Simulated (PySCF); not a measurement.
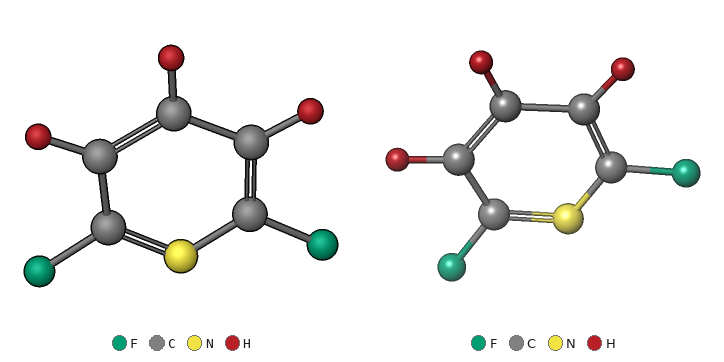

The same structure drawn twice, from different directions.

The computed structure is the end point of a GFN2-xTB optimisation. No frequency run is at hand to confirm it as a minimum.

Description:

Formula C₅H₃F₂N. Its SMILES string is `Fc1cccc(F)n1`. Independent rings (smallest set): 1 of 6 members, 1 of them aromatic. Among its groups: C–F bond. This geometry has C2v symmetry. All atoms lie on one plane. Coordination: 5 C trigonal planar; 1 N bent.

More results for the same structure follow; atom numbers are the same in all pictures, views and colours differ.

Quadrupole coupling

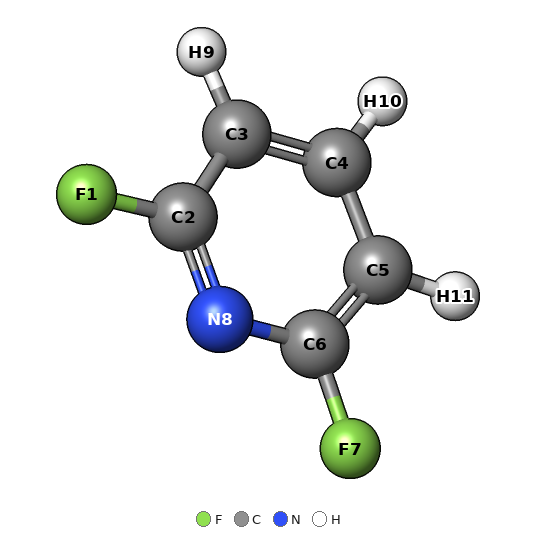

No frequency run is at hand to confirm it as a minimum. Electric field gradients from the ground-state density, PBE0/pcSseg-1 (PySCF 2.14.0), non-relativistic apart from any core potentials.

Give the largest field-gradient component, the quadrupole coupling constant and the asymmetry for 14N at N8 (Q = 20.44 mb), 2H at H9 (Q = 2.86 mb), 2H at H10 (Q = 2.86 mb).

```tsv
atom	V_zz (a.u.)	e²qQ/h (MHz)	η
N8	−0.951	−4.57	0.04
H9	0.332	0.223	0.08
H10	0.325	0.219	0.04
```

Electronic properties

No frequency run is at hand to confirm it as a minimum. Method: PBE0/pcSseg-1, gas phase (PySCF 2.14.0).

Give the HOMO energy (Kohn–Sham orbital) at this level.

Answer. −7.82 eV.

Estimate the dipole moment.

Answer. 3.85 D.

What is the LUMO energy (Kohn–Sham orbital)?

Answer. −1.28 eV.

Charges

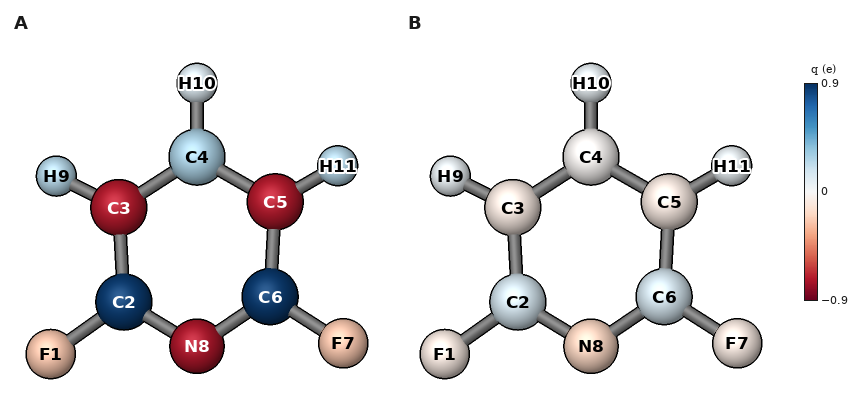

Atomic charges of one calculation by 2 schemes, on one colour scale. No frequency run is at hand to confirm it as a minimum. Method: PBE0/pcSseg-1 (PySCF 2.14.0).

The schemes are ESP-fitted, Hirshfeld. Which panel shows which?

Answer. A ESP-fitted, B Hirshfeld.

List the charges (e), one line for each set of equivalent atoms.

| atom | ESP-fitted | Hirshfeld |
| --- | --- | --- |
| F1, F7 | −0.24 | −0.07 |
| C2, C6 | 0.86 | 0.15 |
| C3, C5 | −0.71 | −0.07 |
| C4 | 0.28 | −0.02 |
| N8 | −0.73 | −0.19 |
| H9, H11 | 0.26 | 0.06 |
| H10 | 0.12 | 0.07 |

NMR shielding

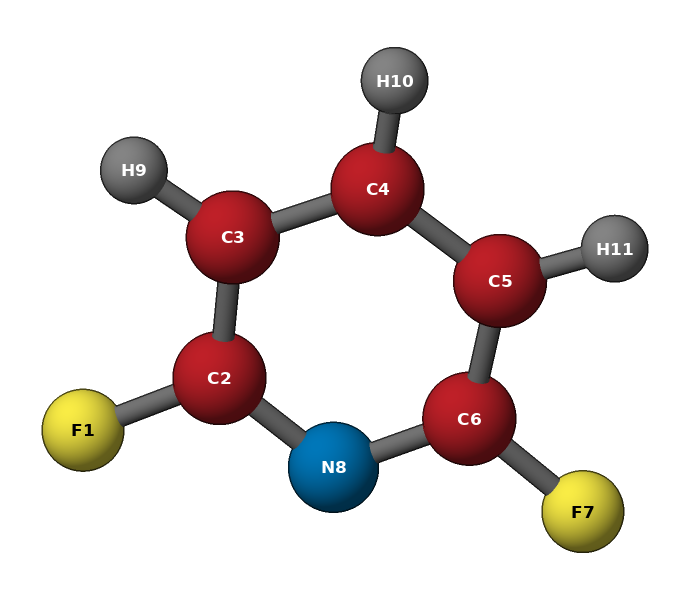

No frequency run is at hand to confirm it as a minimum. Level of theory: GIAO PBE0/pcSseg-1 NMR shielding, non-relativistic, gas phase (PySCF 2.14.0). Principal shieldings σ11 ≤ σ22 ≤ σ33, span Ω = σ33 − σ11, skew κ = 3(σiso − σ22)/Ω.

Give the shielding tensors of the N atoms.

```
atom     σ11    σ22    σ33   σiso      Ω     κ
  N8  −203.5  −62.3  214.5  −17.1  418.1  0.32
```

Shieldings and span in ppm.
